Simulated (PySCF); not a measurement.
CH11Ge2NSi (SMILES C[NH][GeH2][GeH2][SiH3])

Input file:

```
{"job": {"kind": "uv", "xc": "CAM-B3LYP", "basis": "def2-SVPD", "nstates": 8, "ntriplets": 3}, "charge": 0, "multiplicity": 1}
C      1.931871    -0.692464    -0.898450
N      1.434214     0.657065    -1.088792
Ge     0.646104     1.574201     0.284258
Ge    -1.041271     0.167277     1.232173
Si    -2.484396    -1.041803    -0.170527
H      2.895103    -0.737359    -0.376241
H      1.201422    -1.250208    -0.307633
H      2.042422    -1.189566    -1.865138
H      2.085783     1.196403    -1.643627
H      0.168651     2.824633    -0.424278
H      1.665141     2.104293     1.304497
H     -1.812482     1.043520     2.199520
H     -0.340484    -0.735710     2.234122
H     -3.370764    -1.889247     0.629105
H     -1.724193    -1.898460    -1.082324
H     -3.304720    -0.123632    -0.960931
```

Command:

```sh
OMP_NUM_THREADS=1 python probes_run.py task.json out
```

Geometry: GFN2-xTB.

All numbers below come from PySCF, CAM-B3LYP/def2-SVPD, SCF density, gas phase.

### What will maps of the electron density and electron localisation function show?

Si–Ge (2.35 Å): ρ at the midpoint is about 0.64 e/Å³; the ELF peaks at about 0.95 between the atoms: a shared electron pair.
Ge–Ge (2.39 Å): ρ at the midpoint is about 0.6 e/Å³; the ELF peaks at about 0.85 between the atoms (a covalent bond).

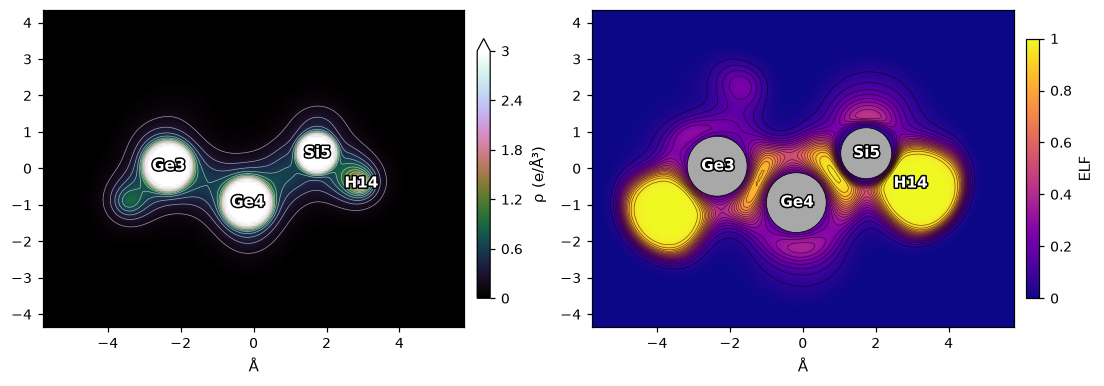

Computed electron density and electron localisation function on the plane of atoms Ge4, Si5 and H14, in this order. Grey discs cover the atomic cores in the ELF map. 
